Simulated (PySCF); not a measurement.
C₅H₈, SMILES C(C=C)C=C at its GFN2-xTB optimised geometry (Å):

```
13

C      2.1640    -0.5932     0.0000
C      0.8448    -0.5932     0.0000
C     -0.0056     0.6421     0.0000
C     -0.8315     0.7023     1.2504
C     -2.1503     0.6824     1.2777
H      2.7314     0.3235    -0.0146
H      2.7358    -1.5057     0.0073
H      0.2952    -1.5256     0.0188
H     -0.6651     0.6312    -0.8718
H      0.6358     1.5256    -0.0562
H     -0.2634     0.7476     2.1707
H     -2.7358     0.6336     0.3736
H     -2.7038     0.7209     2.2006
```

Level of theory: PBE0/def2-TZVP in PySCF. Cells within 0.4 Å of a nucleus heavier than hydrogen are left out (blank, or x).

Map of the log10 of the electron density (e/bohr³), floored at −4 on the plane z = 0.0 Å:

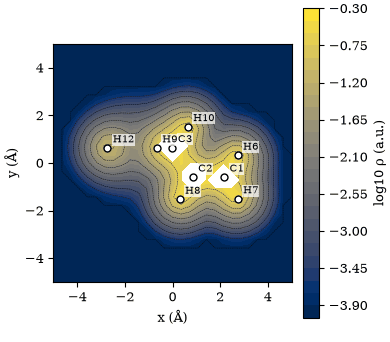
Fig. 1. Log10 of the electron density (e/bohr³), floored at −4 on the plane z = 0.0 Å.
